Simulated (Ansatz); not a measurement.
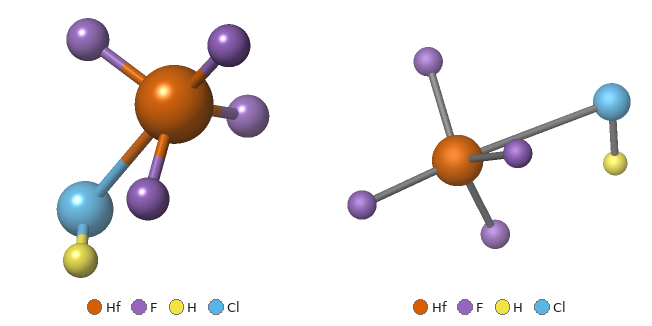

Both panels show the same species.

The species is neutral and a spin singlet.

Question: What is the molecular formula?

Answer: ClF4HHf, 7 atoms: 1 chlorine, 4 fluorine, 1 hydrogen and 1 hafnium.

Question: How many sets of symmetry-equivalent atoms are there?

Answer: 6: 1 Hf, 1 F, 1 F, 2 F, 1 H, 1 Cl.

Question: Which point group does it belong to?

Answer: Cs.

Question: Count the bonded pairs by element.

Answer: 4 F–Hf, 1 Cl–Hf, 1 Cl–H. Sticks follow a distance rule.

More results for the same structure follow; atom numbers are the same in all pictures, views and colours differ. The computed structure is the end point of a PBE0-D4/def2-TZVP optimisation.

### Dipole moment

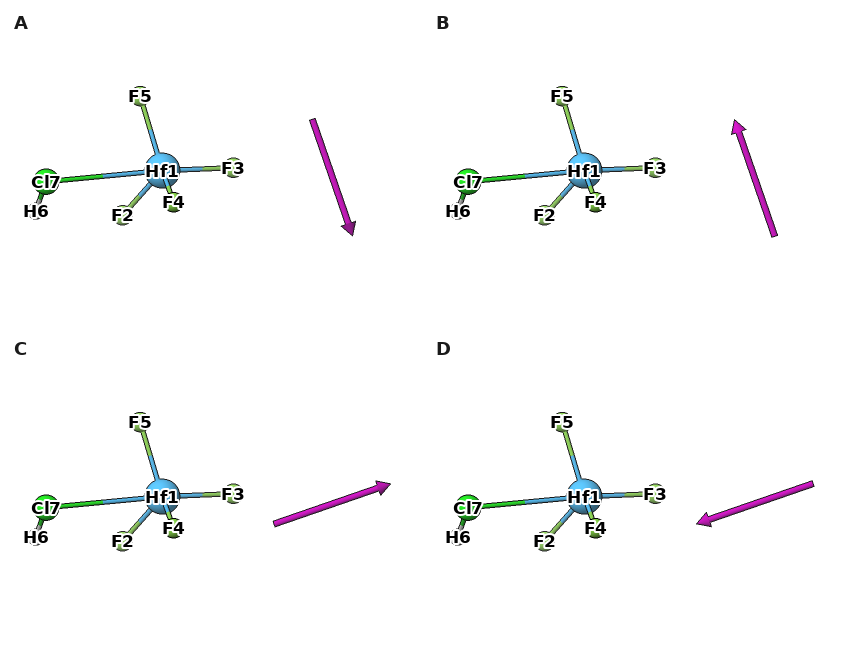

The same molecule four times, each with an arrow. Method: RKS PBE0-D4/def2-TZVP, core potentials on Hf (Ansatz 0.2.0).

Question: Which arrow points along the dipole moment, from the negative to the positive end?

Answer: D. The dipole moment is 2.56 D; it points from the side of F3 to the side of H6 (the outermost atoms at the two ends).

### Vibrations

Harmonic vibrations computed with RKS PBE0-D4/def2-TZVP, core potentials on Hf (Ansatz 0.2.0) at a stationary point of the same level.

Question: List the wavenumbers.

Answer: 15 modes: 60, 88, 97, 133, 159, 181, 182, 195, 196, 375, 624, 643, 645, 669, 2948 cm⁻¹.

### Charges

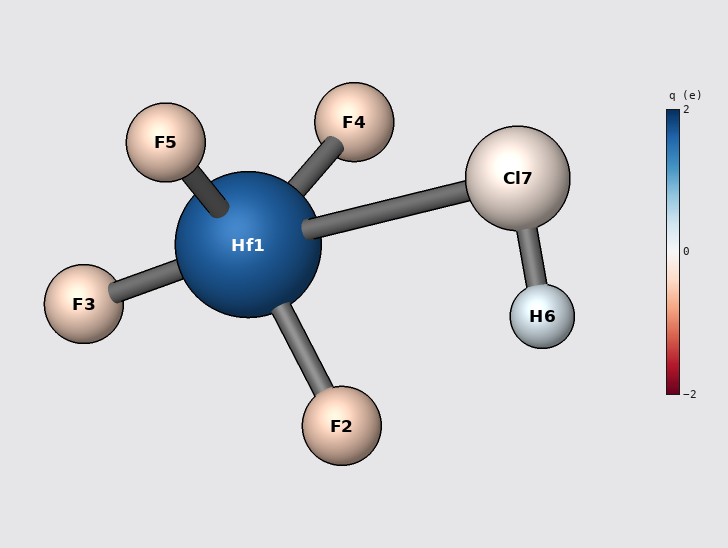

Atoms are coloured by their Mulliken charges. Level of theory: RKS PBE0-D4/def2-TZVP, core potentials on Hf (Ansatz 0.2.0).

Question: Which atom carries the highest charge (most positive or least negative)?

Answer: Hf1 (1.63 e).

Question: And the lowest?

Answer: F2 (−0.46 e).

Give the Mulliken charges atom by atom.

```tsv
atom	value (e)
Hf1	1.63
F2	−0.46
F3	−0.41
F4	−0.43
F5	−0.43
H6	0.29
Cl7	−0.20
```

Mulliken values depend strongly on the basis set and can even reverse the polarity of a bond.
